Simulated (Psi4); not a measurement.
Intermolecular potential of H2 ··· H2Se (SMILES [H][H] and [SeH2]). Monomers: optimised at B3LYP-D3(BJ) (def2-TZVP), held rigid. Orientation: a random orientation, not optimised. Only R, the distance of the centres of mass, is varied, so the lowest point isn't the relaxed dimer.

Geometry at R = 3.33 Å (first 2 atoms: monomer A):
```
5

H      0.3719     0.0000     0.0000
H     -0.3719     0.0000     0.0000
Se     0.7190     0.4259    -3.2375
H      1.3614    -0.3006    -2.1321
H      0.0106    -0.7886    -3.6679
```

Computed with SAPT0/jun-cc-pVDZ, frozen core (Psi4).

Components in kJ/mol:

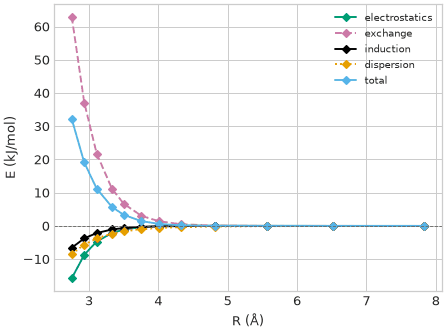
Components of the interaction energy.

```tsv
R / Å	electrostatics	exchange	induction	dispersion	total
2.75	-15.76	63.00	-6.57	-8.54	32.14
2.93	-8.69	37.14	-3.75	-5.59	19.11
3.11	-4.69	21.73	-2.13	-3.71	11.20
3.33	-2.12	11.20	-1.06	-2.30	5.71
3.50	-1.09	6.67	-0.62	-1.61	3.34
3.75	-0.35	3.09	-0.29	-0.99	1.47
4.01	-0.05	1.38	-0.13	-0.61	0.59
4.33	0.07	0.51	-0.05	-0.36	0.17
4.81	0.07	0.11	-0.01	-0.17	0.00
5.57	0.04	0.01	0.00	-0.06	-0.02
6.52	0.02	0.00	0.00	-0.02	-0.01
7.83	0.01	0.00	0.00	-0.01	0.00
```
